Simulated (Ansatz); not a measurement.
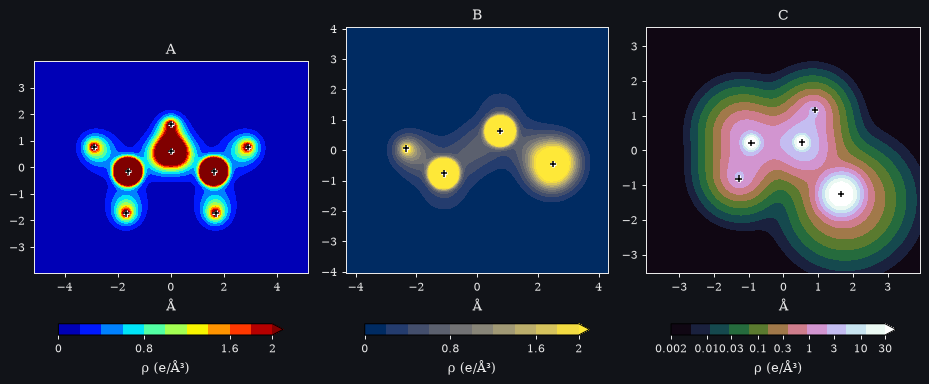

The total electron density of 3 systems, each on a plane through atoms (crosses mark nuclei in the plane).

Theory: Ansatz, RKS PBE0-D4/def2-TZVPP.

System 1: Cl2H4OSi2 (SMILES O[Si]([SiH3])(Cl)Cl), the plane of atoms Si3, Si2 and Cl4. Geometry: PBE0-D4/def2-TZVP.

| atom | x (Å) | y (Å) | z (Å) |
| --- | --- | --- | --- |
| O | -1.5828 | 1.0987 | 0.1012 |
| Si | -0.2386 | 0.5041 | -0.5977 |
| Si | 0.7590 | -1.0222 | 0.8509 |
| Cl | -0.7113 | -0.3931 | -2.3856 |
| Cl | 1.0579 | 2.0346 | -1.0466 |
| H | -2.1082 | 1.7474 | -0.3731 |
| H | 1.9792 | -1.5517 | 0.1917 |
| H | -0.1900 | -2.1303 | 1.1271 |
| H | 1.1234 | -0.3337 | 2.1150 |

System 2: Al2H5N (SMILES [AlH2][NH][AlH2]), the molecular plane. Geometry: PBE0-D4/def2-TZVP.

```xyz
8

Al   -1.1426    1.0212   -0.5002
N     0.4473    0.4132    0.0390
Al    0.9448   -1.2484    0.4631
H    -2.3211   -0.0251   -0.6417
H    -1.3072    2.5669   -0.8121
H     1.1751    1.1149    0.1154
H     2.4422   -1.5093    0.9140
H    -0.1462   -2.3904    0.3668
```

System 3: CH4GaN, the plane of atoms Ga3, N2 and H6. Geometry: PBE0-D4/def2-TZVP.

```yaml
atoms:
  - { symbol: C, position_ang: [-0.1458, 0.0986, -0.6455] }
  - { symbol: N, position_ang: [0.0682, 0.0022, 0.7817] }
  - { symbol: Ga, position_ang: [1.2137, -1.1805, 1.6749] }
  - { symbol: H, position_ang: [-1.1854, -0.1018, -0.9344] }
  - { symbol: H, position_ang: [0.1269, 1.0813, -1.0512] }
  - { symbol: H, position_ang: [-0.4895, 0.6717, 1.2961] }
  - { symbol: H, position_ang: [0.4731, -0.6394, -1.1673] }
```

Question: Which map belongs to which system?

Answer: Panel A is system 2, Al2H5N: the plane holds Al, N and H. Al–N (1.79 Å): the density is about 0.85 e/Å³ at the midpoint. Panel B is system 1, Cl2H4OSi2: the plane holds Si, Cl and H. Si–Cl (2.06 Å): the density is about 0.91 e/Å³ at the midpoint. Panel C is system 3, CH4GaN: the plane holds C, N, Ga and H. C–N (1.45 Å): the density is about 1.9 e/Å³ at the midpoint.
